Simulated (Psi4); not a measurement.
**MP2/aug-cc-pVDZ run of BClF2 (chlorodifluoroborane)**

What is the vertical ionisation energy of BClF2 (chlorodifluoroborane) at MP2/aug-cc-pVDZ? 

The calculation is run with Psi4 1.11.

4 further runs of the same task are left out: 4 set aside as unsound or not needed.

## 1. The molecule

BClF2 has 4 atoms, charge 0, and is taken as a singlet. As SMILES, `FB(F)Cl`. The shape is that of a PBE0-D4/def2-TZVP optimisation.

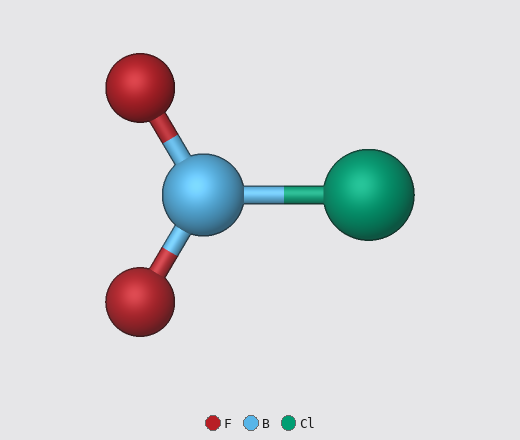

Viewed from a chosen angle; fluorine red, boron blue, chlorine teal.

## 2. A single-point energy at MP2/aug-cc-pVDZ

Input file bclf2.inp:

```
memory 1600 mb

molecule m {
  0 1
  F     -0.32824543    -2.37028348    -1.03235738
  B     -0.12680062    -0.07804569    -0.11716302
  F     -1.91164695     1.56866166    -0.60036599
  Cl     2.47157280     0.76590600     1.71152495
  units bohr
  symmetry c1
  no_reorient
  no_com
}

set {
  basis aug-cc-pVDZ
  puream true
  e_convergence 1e-09
  d_convergence 1e-08
  scf_type pk
  num_frozen_docc 8
  mp2_type conv
}

energy_value = energy("mp2")
```

Started as:

```
$ psi4 bclf2.inp bclf2.out -n 1
```

bclf2.out:

```text
[...]
  Running in c1 symmetry.
[...]
  Nuclear repulsion =  142.136300707000061
[...]
  Multiplicity = 1
[...]
  Nalpha       = 20
  Nbeta        = 20
[...]
    Number of basis functions: 96
[...]
   @RHF iter   1:  -683.19545199335937   -6.79158e-01   4.29724e-03 DIIS/ADIIS
[...]
   @RHF iter  11:  -683.25726000014868   -3.18323e-12   5.92748e-09 DIIS
[...]
    Orbital Energies [Eh]
    ---------------------
    Doubly Occupied:
       1A   -104.862133     2A    -26.354357     3A    -26.354305
       4A    -10.590566     5A     -8.057942     6A     -8.055433
       7A     -8.055073     8A     -7.801634     9A     -1.683895
      10A     -1.652382    11A     -1.146369    12A     -0.851263
      13A     -0.799197    14A     -0.756344    15A     -0.746265
      16A     -0.687795    17A     -0.682004    18A     -0.595468
      19A     -0.506060    20A     -0.496760
[...]
  @RHF Final Energy:  -683.25726000014868
   => Energetics <=
    Nuclear Repulsion Energy =            142.1363007070000606
    One-Electron Energy =               -1229.3166334614754760
    Two-Electron Energy =                 403.9230727543266539
    Total Energy =                       -683.2572600001486762
[...]
 Multipole Moments:
 ------------------------------------------------------------------------------------
     Multipole            Electronic (a.u.)      Nuclear  (a.u.)        Total (a.u.)
 ------------------------------------------------------------------------------------
 L = 1.  Multiply by 2.5417464519 to convert [e a0] to [Debye]
 Dipole X            :        -21.1460153           21.2237031            0.0776878
 Dipole Y            :         -5.3900108            5.4155772            0.0255664
 Dipole Z            :        -13.7606983           13.8155987            0.0549004
 Magnitude           :                                                    0.0985042
[...]
	SCS-MP2 Total Energy (a.u.)        :  -683.85940643338313
	SOS-MP2 Total Energy (a.u.)        :  -683.80145481716863
	SCSN-MP2 Total Energy (a.u.)       :  -683.56324453376067
[...]
	SOS-PI-MP2 Total Energy (a.u.)     :  -683.89215395333861
[...]
	MP2 Total Energy (a.u.)            :  -683.88461052964192
[...]
```

Wall time 14 s (1 thread of Intel Xeon Platinum 8259CL at 2.50GHz (Skylake/Cascade Lake), shared host); peak memory 0.54 GiB.

## 3. The doublet cation at the same level

Input file job.dat:

```
memory 1600 mb

molecule mol {
  1 2
  F     -0.173700    -1.254300    -0.546300
  B     -0.067100    -0.041300    -0.062000
  F     -1.011600     0.830100    -0.317700
  Cl     1.307900     0.405300     0.905700
  symmetry c1
  no_reorient
  no_com
}

set {
  basis aug-cc-pVDZ
  reference uhf
  puream true
  e_convergence 1e-09
  d_convergence 1e-08
  scf_type pk
  num_frozen_docc 8
  mp2_type conv
  maxiter 100
}

E, wfn = energy('mp2', return_wfn=True)
print_variables()
```

Started as:

```
$ psi4 job.dat job.out -n 1
```

job.out:

```text
[...]
  Running in c1 symmetry.
[...]
  Nuclear repulsion =  142.136300753478139
[...]
  Multiplicity = 2
[...]
  Nalpha       = 20
  Nbeta        = 19
[...]
    Number of basis functions: 96
[...]
   @UHF iter   1:  -682.70573483435487   -1.89441e-01   4.98459e-03 ADIIS/DIIS
[...]
   @UHF iter  13:  -682.81755427319297   -5.57066e-12   6.07927e-09 DIIS
[...]
   @S^2 Observed:                7.585036146E-01
[...]
    Orbital Energies [Eh]
    ---------------------
    Alpha Occupied:
       1A   -105.294297     2A    -26.584345     3A    -26.584292
       4A    -11.017204     5A     -8.502903     6A     -8.478856
       7A     -8.476056     8A     -8.068620     9A     -1.908483
      10A     -1.877134    11A     -1.563855    12A     -1.083166
      13A     -1.033396    14A     -1.026414    15A     -0.972379
      16A     -0.946370    17A     -0.905025    18A     -0.903185
      19A     -0.895516    20A     -0.875733
    Alpha Virtual:
      21A     -0.125921    22A     -0.115990    23A     -0.075196
      24A     -0.074146    25A     -0.072222    26A     -0.062830
[...]
  @UHF Final Energy:  -682.81755427319297
   => Energetics <=
    Nuclear Repulsion Energy =            142.1363007534781389
    One-Electron Energy =               -1217.1489638239102078
    Two-Electron Energy =                 392.1951087972391861
    Total Energy =                       -682.8175542731929681
  UHF NO Occupations:
  HONO-2 :   18  A 1.9998102
  HONO-1 :   19  A 1.9961699
[...]
 Multipole Moments:
 ------------------------------------------------------------------------------------
     Multipole            Electronic (a.u.)      Nuclear  (a.u.)        Total (a.u.)
 ------------------------------------------------------------------------------------
 L = 1.  Multiply by 2.5417464519 to convert [e a0] to [Debye]
 Dipole X            :        -19.2688335           21.2237031            1.9548696
 Dipole Y            :         -4.8171989            5.4155771            0.5983782
 Dipole Z            :        -12.4675150           13.8155987            1.3480837
 Magnitude           :                                                    2.4488571
[...]
	SCS-MP2 Total Energy (a.u.)        :  -683.38956554044785
	SOS-MP2 Total Energy (a.u.)        :  -683.33530869725121
	SCSN-MP2 Total Energy (a.u.)       :  -683.10403040527149
[...]
	SOS-PI-MP2 Total Energy (a.u.)     :  -683.42160110126088
[...]
	MP2 Total Energy (a.u.)            :  -683.41178682283146
[...]
```

It took 15 s on 1 thread of Intel Xeon Platinum 8259CL at 2.50GHz (Skylake/Cascade Lake), shared host; peak memory 0.59 GiB.

## 4. Results

At MP2/aug-cc-pVDZ, 8 core orbitals frozen:

| quantity | value |
| --- | --- |
| singlet BClF2: total energy | -683.88461 Eh |
| singlet BClF2: HOMO energy (Hartree–Fock orbitals) | -13.52 eV |
| singlet BClF2: LUMO energy (Hartree–Fock orbitals) | 1.28 eV |
| singlet BClF2: HOMO–LUMO gap (Hartree–Fock orbitals) | 14.79 eV |
| singlet BClF2: correlation energy (8 core orbitals frozen) | -627.4 mEh |
| doublet cation: total energy | -683.41179 Eh |
| doublet cation: HOMO energy (Hartree–Fock orbitals) (highest over α and β) | -23.12 eV |
| doublet cation: LUMO energy (Hartree–Fock orbitals) (lowest over α and β) | -10.59 eV |
| doublet cation: correlation energy (8 core orbitals frozen) | -594.2 mEh |
| doublet cation: ⟨S²⟩ of the reference determinant | 0.759 |
| vertical ionisation energy (to the doublet cation) | 12.866 eV |

**Reading.** Removing an electron at fixed nuclei costs 12.87 eV (1241 kJ/mol).
